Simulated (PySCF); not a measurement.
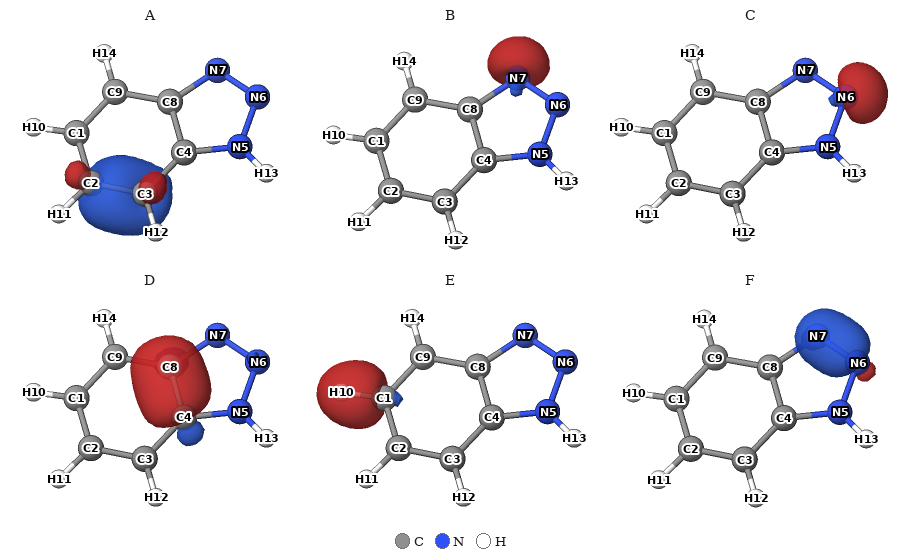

C6H5N3, SMILES `c1ccc2[nH]nnc2c1`. Localised orbitals, occupied; each surface holds about 70 % of the orbital's density. Energies are diagonal elements of the Fock matrix.

PySCF calculation, HF/def2-SVP, gas phase; geometry: GFN2-xTB. No frequency check shows the geometry to be a minimum.

What does each orbital represent in a Lewis picture?

Answer. By panel:
- A: bent (banana) bond C3–C2 (C3 49 %, C2 44 %, C4 3 %; −17.4 eV)
- B: lone pair on N7 (sp1.4-type) (N7 97 %; −15.9 eV)
- C: lone pair on N6 (sp1.2-type) (N6 98 %; −16.8 eV)
- D: bent (banana) bond C8–C4 (C8 47 %, C4 42 %, C9 3 %; −17.2 eV)
- E: σ bond C1–H10 (C1 55 %, H10 45 %; −18.8 eV)
- F: bent (banana) bond N7–N6 (N7 50 %, N6 47 %; −22.4 eV)

Which localisation scheme gives orbitals like these: Pipek–Mezey, IBO or Foster–Boys?

Answer. Foster–Boys: it mixes σ and π into equivalent bent bonds, while the other two keep them apart.

How do all the valence pairs divide up?

Answer. 22 pairs: 11 σ bonds, 8 bent bonds, 2 lone pairs and 1 partly delocalised lone pair.

Run time: 3.9 s on 1 thread of Intel(R) Xeon(R) 6975P-C (Granite Rapids) (shared host), peak memory 0.55 GiB.
